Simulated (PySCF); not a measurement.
## Electronic structure of C₄H₆FNSi in real space

```xyz
13

C    -1.0111   -1.1389    0.2832
C    -0.5127    0.2334   -0.0569
C    -1.2584    1.3136    0.1204
F    -2.5128    1.2680    0.6090
Si    1.2242    0.3989   -0.7686
C     2.3607   -0.4231    0.4694
N     3.0500   -0.9332    1.2287
H    -2.0061   -1.0994    0.7198
H    -0.3330   -1.6161    0.9897
H    -1.0449   -1.7583   -0.6124
H    -0.9624    2.3287   -0.0998
H     1.6400    1.7951   -0.8910
H     1.3623   -0.3683   -2.0094
```

Geometry: GFN2-xTB.

Computed with PySCF 2.14.0, PBE0/pcSseg-1, SCF density, gas phase, non-relativistic.

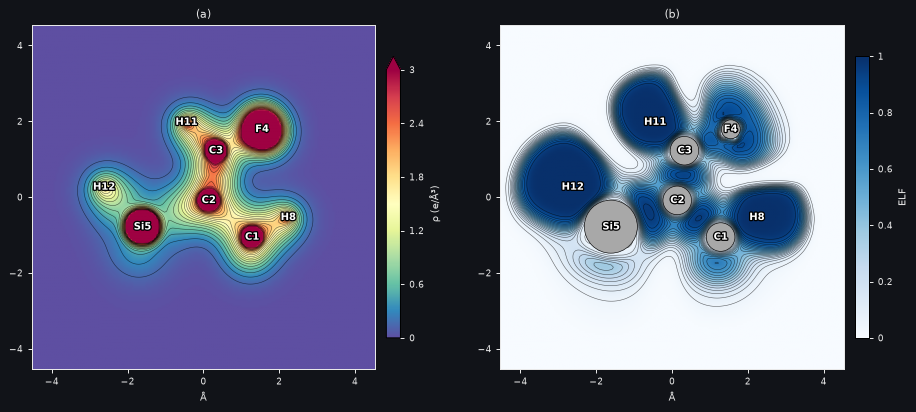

Figure 1. (a) electron density; (b) ELF on the plane of atoms C1, C2 and C3. Grey discs cover the atomic cores in the ELF map.

> What do the fields say about this system?

- The section cuts through C, F, Si and H sites.
- C–C (1.32 Å): the density is about 2.3 e/Å³ at the midpoint; the ELF peaks at about 0.90 between the atoms; a multiple bond.
- C–F (1.35 Å): ρ at the midpoint is about 2.3 e/Å³, with its minimum of 1.8 e/Å³ about 0.5 Å from C; the ELF peaks at about 0.85 between the atoms, as expected for a polar covalent bond.
- C–Si (1.88 Å): ρ at the midpoint is about 0.94 e/Å³; the ELF peaks at about 0.95 between the atoms; a covalent bond.
- C–H (1.08 Å): ρ is about 2.1 e/Å³ halfway; the ELF climbs to about 1 towards the hydrogen, as it does in any bond to H: an ordinary covalent bond to hydrogen.
- C–C (1.50 Å): ρ at the midpoint is about 1.7 e/Å³; the ELF peaks at about 0.95 between the atoms; a covalent bond.
- The ELF also peaks beside F4, away from the bonds: lone-pair regions.

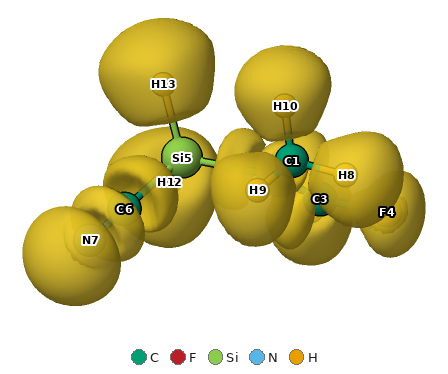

Figure 2. Isosurface of the ELF at 0.75 (yellow), seen from one side. Only the valence region is drawn (cores and ρ < 0.01 e/Å³ removed).

> Describe the localisation domains.

The surface consists of two regions between bonded C–C atoms (shared pairs), one region between bonded C–N atoms (shared pairs), two regions between bonded C–Si atoms (shared pairs), six regions around hydrogen nuclei, one region on F in which the atom's valence shell and bonds are merged and one lobe on N, pointing away from the bonds (lone pairs). Along the contacts the grid gives the following. C–N (1.15 Å): the ELF peaks at about 0.85 between the atoms: a multiple bond.

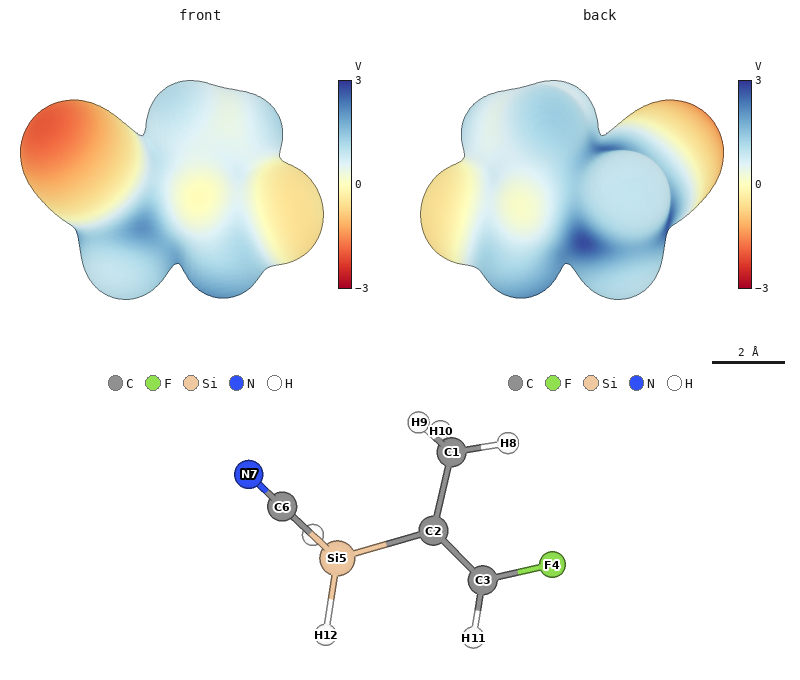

Figure 3. The electrostatic potential painted on the density surface at 0.004 e/bohr³, seen from the front and from behind; the colour scale runs from red (negative) to blue (positive). The bare structure is drawn below in the same view.

> Describe the electrostatic potential map.

The most negative region (about −1.9 V) lies over N7, the most positive (about +2.6 V) over Si5. N7 is the likeliest acceptor of a hydrogen bond.

> What dipole moment does the calculation give?

Its dipole moment is 3.39 D.
